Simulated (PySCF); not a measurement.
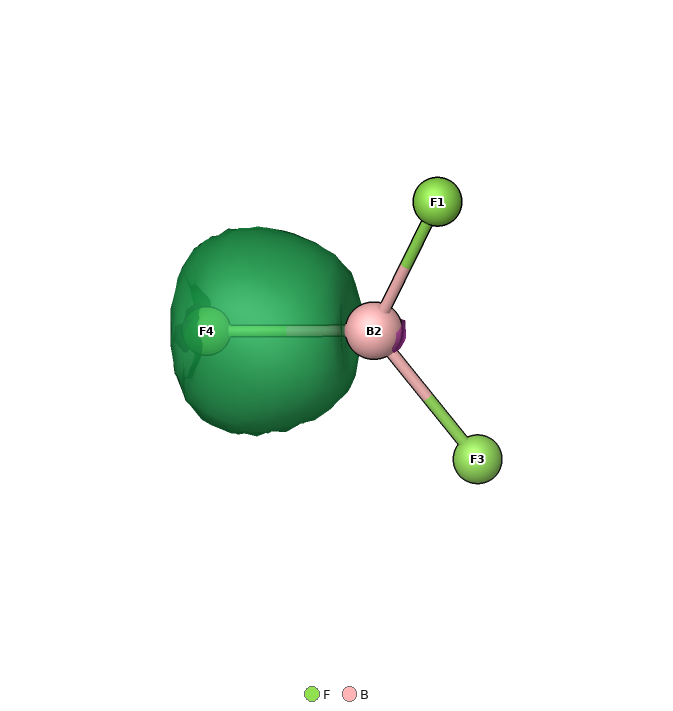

Figure 1: BF3, SMILES `FB(F)F`. Intrinsic bond orbitals (IBO), occupied; each surface holds about 85 % of the orbital's density. Energies are diagonal elements of the Fock matrix.

Level of theory: PBE0/cc-pVDZ (PySCF), at a geometry from GFN2-xTB. This is a single-reference result, which may miss multireference character in this system. No frequency check shows the geometry to be a minimum.

Input

```python
import numpy as np
from pyscf import gto, scf, dft, lo
from pyscf.data.elements import chemcore

def solve(mol, dm0=None, hcore=None):
    mf = (dft.UKS if mol.spin else dft.RKS)(mol, xc='pbe0')
    mf.grids.level = 3
    mf = mf.density_fit(auxbasis='def2-universal-jkfit')
    mf.conv_tol, mf.max_cycle = 1e-8, 80
    if hcore is not None:
        mf.get_hcore = lambda *args: hcore
    mf.kernel(dm0)
    if not mf.converged:
        mf = mf.newton().run(mf.mo_coeff, mf.mo_occ, max_cycle=30)
    assert mf.converged, 'SCF not converged'
    return mf

mol = gto.M(atom='''
F     -1.29971    -0.04218     0.00000
B      0.00002     0.00000     0.00000
F      0.61332     1.14667     0.00000
F      0.68638    -1.10449     0.00000
''', basis='cc-pvdz', charge=0, spin=0, verbose=4)
mf = solve(mol)
occ_all = mf.mo_coeff[:, mf.mo_occ > 0]
occ = occ_all[:, chemcore(mol):]
loc = lo.ibo.ibo(mol, occ, iaos=lo.iao.iao(mol, occ_all))
fock, s = mf.get_fock(), mf.get_ovlp()
ortho = lo.orth_ao(mol, 'meta_lowdin')
ortho = lo.vec_lowdin(lo.iao.iao(mol, occ_all), s)
labels = lo.iao.reference_mol(mol).ao_labels(fmt=None)
vir = lo.vvo.livvo(mol, occ_all, mf.mo_coeff[:, mf.mo_occ == 0])
both = np.hstack([loc, vir])
p = (ortho.T @ s @ both) ** 2
pop = np.array([p[[l[0] == a for l in labels]].sum(0) for a in range(mol.natm)])
spd = np.array([[p[[l[0] == a and l[2][-1] == k for l in labels]].sum(0) for k in 'spd'] for a in range(mol.natm)])
eps = np.einsum('pi,pq,qi->i', both, fock, both)
for i in np.argsort(eps):
    top = np.argsort(-pop[:, i])[:3]
    print('%3d %s %9.4f Eh ' % (i + 1, 'occ' if i < loc.shape[1] else 'vir', eps[i]), '  '.join('%s%d %.3f' % (mol.atom_symbol(a), a + 1, pop[a, i]) for a in top))
np.savez('result.npz', c=both, nocc=loc.shape[1], pop=pop, spd=spd, eps=eps, e=mf.e_tot)
```

Command:

```sh
OMP_NUM_THREADS=1 python input.py
```

The run took 2.3 s on 1 thread of Arm Neoverse V2 (shared host), peak memory 0.25 GiB.

What does this orbital represent?

σ bond F4–B2 (F4 77 %, B2 23 %; −29.9 eV).
